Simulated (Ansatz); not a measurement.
# SiCl (SMILES [Si]Cl) at USVWN5/aug-cc-pVTZ

Aim: the energy change on altering one bond length of SiCl at USVWN5/aug-cc-pVTZ, from 2 runs. 

The results are computed with Ansatz 0.2.0.

40 further runs of the same task are left out: 40 set aside as unsound or not needed.

### Step 1. The system as given

The species is SiCl (2 atoms), meant as a doublet with charge 0. SMILES: `[Si]Cl`. The coordinates come from a PBE0-D4/def2-TZVP relaxation.

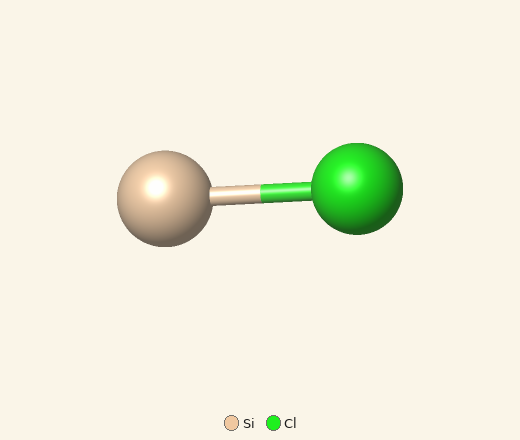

The structure, seen from a chosen angle (silicon light orange, chlorine green).

### Step 2. The energy at USVWN5/aug-cc-pVTZ

in.yaml reads:

```yaml
basis:
  gaussian: {orbitals: aug-cc-pVTZ}
crystal:
  periodic: [false, false, false]
  atoms:
    - {symbol: Si, position_ang: [0.881810, -0.293660, 0.452120]}
    - {symbol: Cl, position_ang: [-0.881810, 0.293660, -0.452120]}
magnetization: {spin_polarized: true, initial_magnetization: 1}
hamiltonian: {xc: {name: SVWN5}}
accuracy: high
output: {orbitals: {seedname: orbitals}}
```

Launch:

```
$ ansatz run in.yaml --threads 1 --pin off --max-ram 3480MiB --events-out events.jsonl --progress --plain --runs-dir runs
```

The log of the run:

```text
Warning: RAYON_NUM_THREADS=1 ignored (pool sized by the plan → 1); use --threads N
Functional definition: SVWN5
  name "SVWN5"
  exchange = slater_x
  correlation = vwn5_c
1299 factors; integrals over basis functions are off by at most 3.8e-9 eV
mean field evaluation 1: about -20328.0350 eV, gradient 9.4e0 eV
mean field evaluation 2: about -20327.6297 eV, gradient 1.3e1 eV
mean field evaluation 4: about -20328.4756 eV, gradient 2.8e0 eV
mean field evaluation 8: about -20328.5099 eV, gradient 1.9e0 eV
mean field evaluation 16: about -20328.5452 eV, gradient 1.9e-4 eV
mean field evaluation 32: about -20328.5452 eV, gradient 2.1e-6 eV
mean field -20328.54520944 eV, -747.0602572641 hartree, gradient 1.4e-8 eV, S^2 0.752166; 2 other end points of the search recorded, 0 dependent functions left out
reference -20328.54521368 eV, -747.0602574198 hartree; 16, 15 occupied and 84, 85 virtual orbitals, 1299 factors
Total energy: -20328.54521368 eV, -747.0602574198 hartree
```

Run time: 2.8 s. Hardware: 1 thread of Intel Xeon 6975P-C (Granite Rapids), shared host; peak memory 0.22 GiB.

### Step 3. The distorted shape

job.yaml reads:

```yaml
crystal:
  periodic: [false, false, false]
  atoms:
    - {symbol: Si, position_ang: [2.292705, -0.763516, 1.175512]}
    - {symbol: Cl, position_ang: [-0.881810, 0.293660, -0.452120]}
basis:
  gaussian:
    orbitals: aug-cc-pVTZ
magnetization:
  spin_polarized: true
  initial_magnetization: 1
output: {orbitals: {seedname: orbitals}}
hamiltonian:
  xc: {name: SVWN5}
accuracy: high
```

Launch:

```
$ ansatz run job.yaml --threads 1 --pin off --max-ram 3480MiB --events-out events.jsonl --progress --plain --runs-dir runs
```

The log of the run (excerpt; [...] marks lines left out):

```text
Warning: RAYON_NUM_THREADS=1 ignored (pool sized by the plan → 1); use --threads N
[... 2 set-up lines as earlier in the session ...]
[...]
1266 factors; integrals over basis functions are off by at most 3.7e-9 eV
[...]
mean field -20324.99462953 eV, -746.9297758590 hartree, gradient 1.7e-8 eV, S^2 0.961756; 10 other end points of the search recorded, 0 dependent functions left out
reference -20324.99463309 eV, -746.9297759898 hartree; 16, 15 occupied and 84, 85 virtual orbitals, 1266 factors
Total energy: -20324.99463309 eV, -746.9297759898 hartree
```

It took 7.5 s on 1 thread of Intel Xeon 6975P-C (Granite Rapids), shared host; peak memory 0.23 GiB.

### Step 4. What came out

At USVWN5/aug-cc-pVTZ:

| quantity | value |
| --- | --- |
| first shape: total energy | -747.06026 Eh |
| first shape: HOMO energy (highest over α and β) | -4.12 eV |
| first shape: ⟨S²⟩ | 0.752 |
| distorted shape: total energy | -746.92978 Eh |
| distorted shape: HOMO energy (highest over α and β) | -5.99 eV |
| distorted shape: ⟨S²⟩ | 0.962 |
| energy change with the Si1–Cl2 bond stretched from 2.067 to 3.721 Å | 3.551 eV |

What this shows: With the Si1–Cl2 bond stretched from 2.067 to 3.721 Å the energy rises by 3.55 eV (343 kJ/mol). The first shape isn't relaxed at this level, so the change isn't measured from a minimum. ⟨S²⟩ (distorted shape) is 0.96 where a pure doublet has 0.75: the reference is spin-contaminated.
